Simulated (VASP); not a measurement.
Band structure of SiMo2 (relaxed from the Co2Si structure, space group Pnma). These are r2SCAN meta-GGA, VASP's PBE PAW potentials (set 64) (plane waves; VASP) values and carry that method's errors.

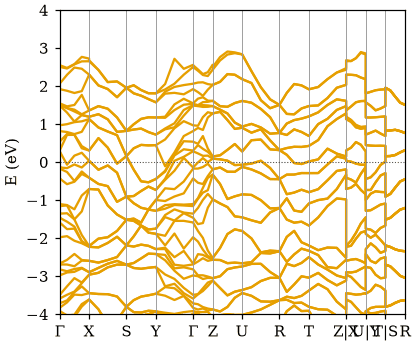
Figure: Bands along high-symmetry lines, zero at the valence-band maximum or, without a gap, the Fermi level

Problem. Read the plot: is there a gap, and where are the band edges?

Solution. It has no gap at this level: it comes out as a metal or semimetal.

The structure was generated: SiMo2 was put into the Co2Si type (Pnma), which need not be its known phase. It was relaxed first.
